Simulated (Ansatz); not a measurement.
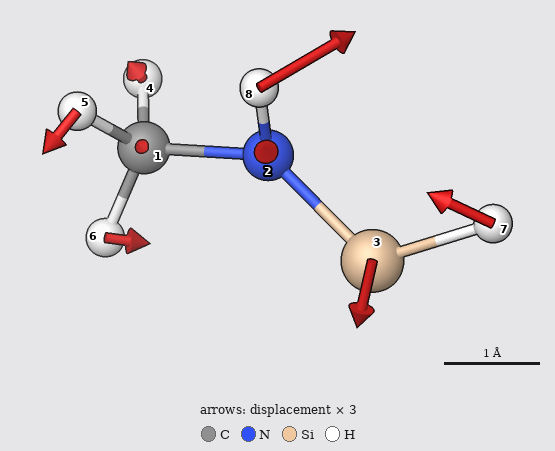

This is a relaxation of CH5NSi. The starting structure is drawn; red arrows show the displacements, magnified 3 times. The two geometries are superimposed by the best rigid fit.

A ball-and-stick model, seen at a tilt.

It is one of the separated reactants of a reaction.

Method: Ansatz, RKS PBE-D4/def2-SVP. Settings: force threshold 0.03 eV/Å; at most 250 steps.

> What did the optimiser do to the structure, and how much energy did it gain?

H8 moves most after the best rigid fit: 0.42 Å. By element the largest moves are H 0.42 Å, Si 0.27 Å, N 0.12 Å, C 0.05 Å. Among the contacts that change: N2–Si3 1.580 → 1.741 Å, Si3–H7 1.475 → 1.554 Å, C1–N2 1.423 → 1.453 Å, C1–H4 1.097 → 1.113 Å. Bond angles that change, for instance: N2–Si3–H7 118.4° → 93.0°, C1–N2–H8 98.9° → 113.0°, C1–N2–Si3 137.4° → 125.7°. After 6 accepted moves (7 points after the start) the energy has fallen by 1.445 eV. The largest force component goes from 5.3 to 0.0064 eV/Å. The line search rejected the trial step at point 6 of the run.
